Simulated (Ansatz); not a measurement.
# BClH$_{2}$···HBr: what the fields show

The calculation's input:

```
crystal:
  periodic: [false, false, false]
  atoms:
    - {symbol: B, position_ang: [-0.503868, -0.437578, -0.773634]}
    - {symbol: Cl, position_ang: [1.017357, -0.116215, -1.573021]}
    - {symbol: H, position_ang: [-0.651073, -1.503717, -0.268063]}
    - {symbol: H, position_ang: [-1.363929, 0.378077, -0.868125]}
    - {symbol: H, position_ang: [1.396043, 1.004866, 1.493242]}
    - {symbol: Br, position_ang: [0.105369, 0.674466, 1.989699]}
basis:
  gaussian: {orbitals: def2-TZVPP}
hamiltonian: {xc: pbe0, dispersion: d4}
output: {orbitals: {seedname: orbitals}}
```

Run with:

```sh
ansatz run in.yaml --threads 2 --pin off --events-out ev --progress --plain --max-ram 4352MiB
```

The reactant side of a reaction path; geometry: PBE0-D4/def2-TZVP.

These are results of RKS PBE0-D4/def2-TZVPP (Ansatz 0.2.0), not measurements.

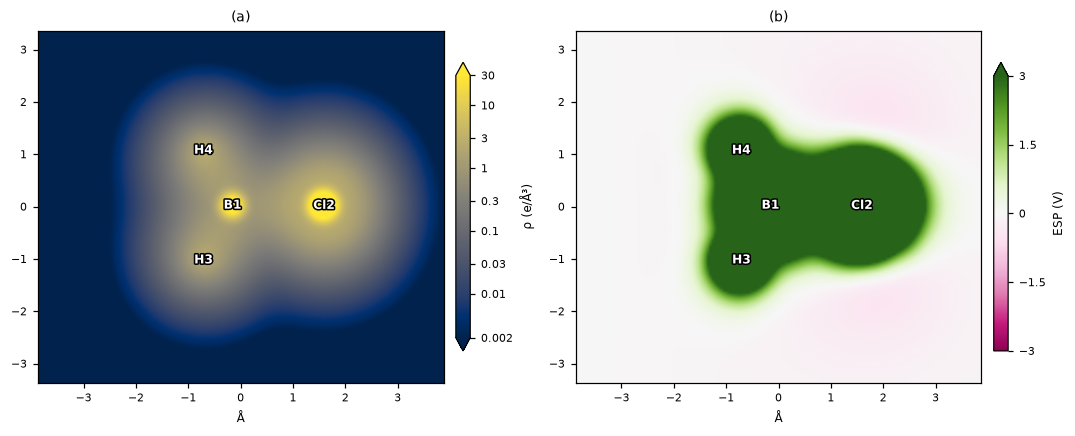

Figure 1. (a) total electron density; (b) molecular electrostatic potential on the plane of atoms Cl2, B1 and H4.

What does the map show?

The section cuts through B, Cl and H sites.
B–Cl (1.75 Å): ρ at the midpoint is about 1.4 e/Å³.
B–H (1.19 Å): ρ is about 1.3 e/Å³ halfway.
Outside the dense part of the complex the potential is most negative (−0.5 V) near Cl2.

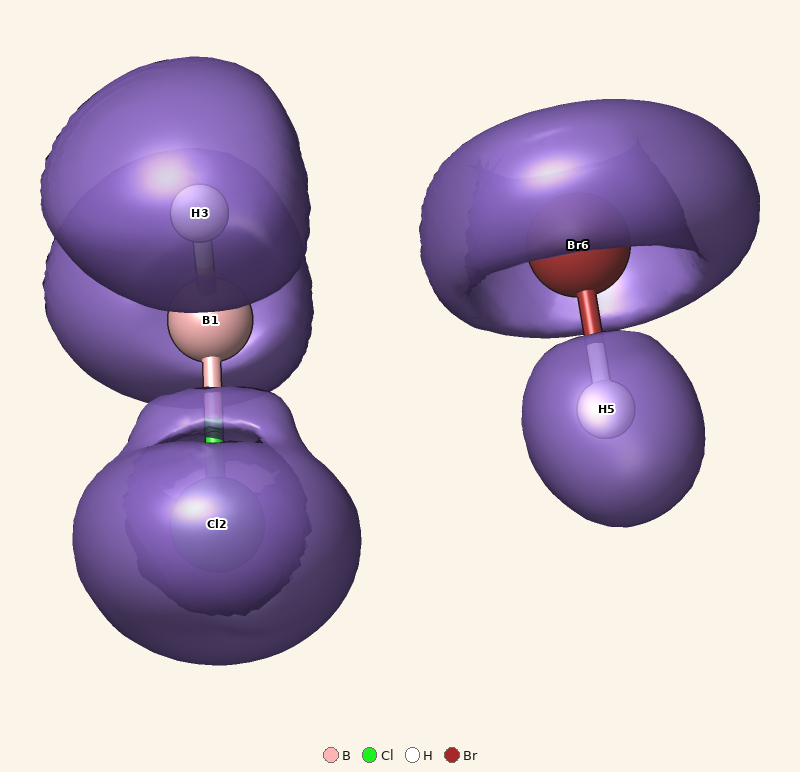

Figure 2. Isosurface of the electron localisation function at 0.8 (purple), seen at a tilt. Core shells and regions of very low density are left out.

Describe the localisation domains.

The surface consists of three regions around hydrogen nuclei, one region on Cl in which the atom's valence shell and bonds are merged and one ring or bowl of non-bonding electrons around Br.


B1···Br6 (3.04 Å): the ELF peaks at about 0.85 in the valence shell of Br, 1.1 Å from its nucleus, and is about 0.35 at the midpoint. B–Cl (1.75 Å): the ELF peaks at about 0.90 between the atoms (a polar covalent bond).

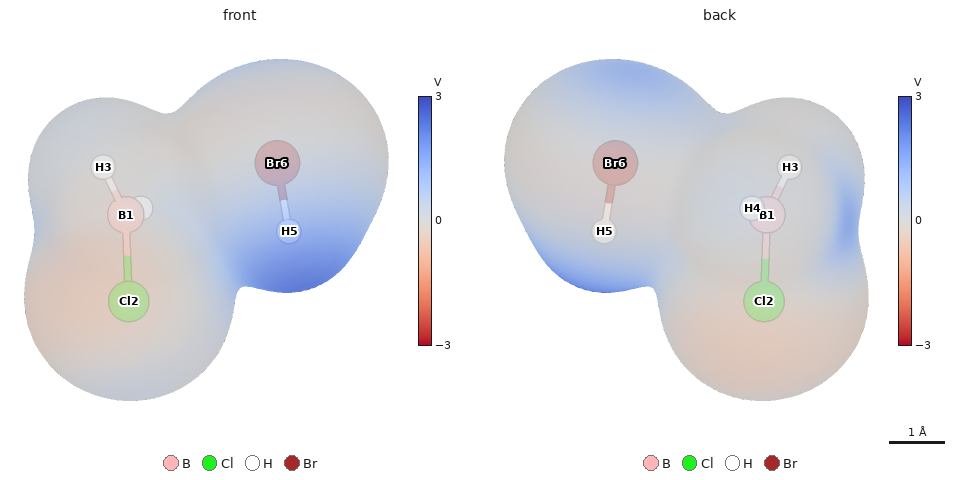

Figure 3. The molecular electrostatic potential painted on the density surface at 0.002 e/bohr³, seen from the front and from behind; red is negative and blue positive.

Describe the electrostatic potential map.

The most negative region (about −0.5 V) lies over Cl2, the most positive (about +2.2 V) over H5. Br6 shows a σ-hole: about +1.2 V at the tip opposite its bond, against about −0.1 V on its flanks.

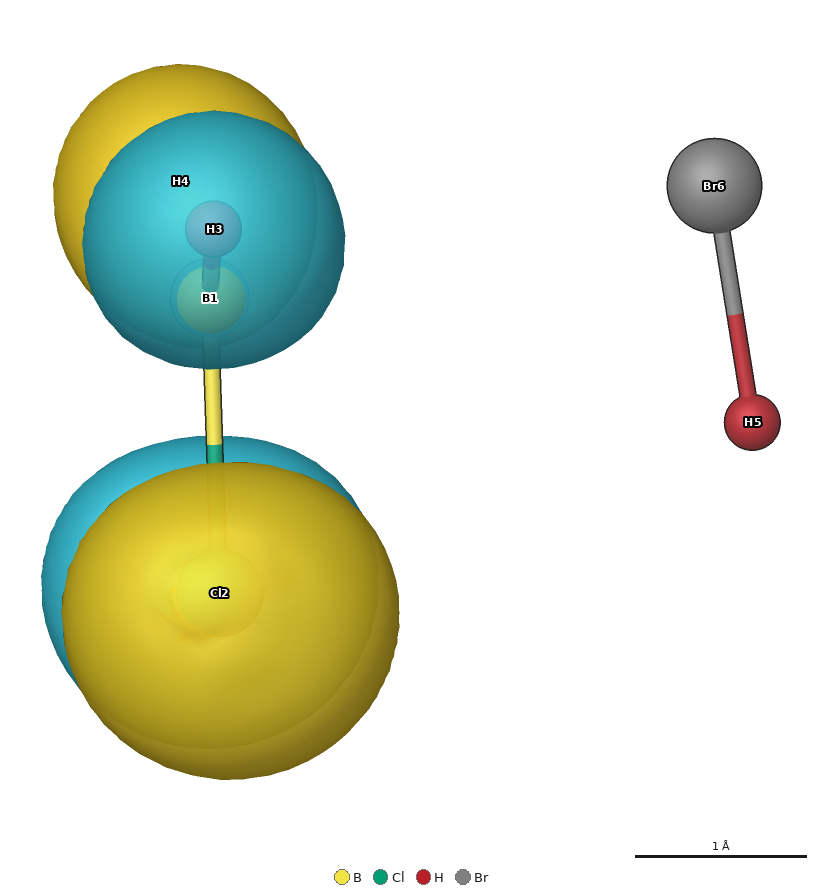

Figure 4. One frontier orbital at ±0.15 Å⁻³ᐟ² (yellow and cyan are the two phases), seen across its widest extent.

Which orbital is it: HOMO or LUMO?

The HOMO, at −8.46 eV. Its weight (Hirshfeld) is mainly on Cl2 (about 60 %), B1 (about 15 %), H3 (about 10 %) and H4 (about 10 %).
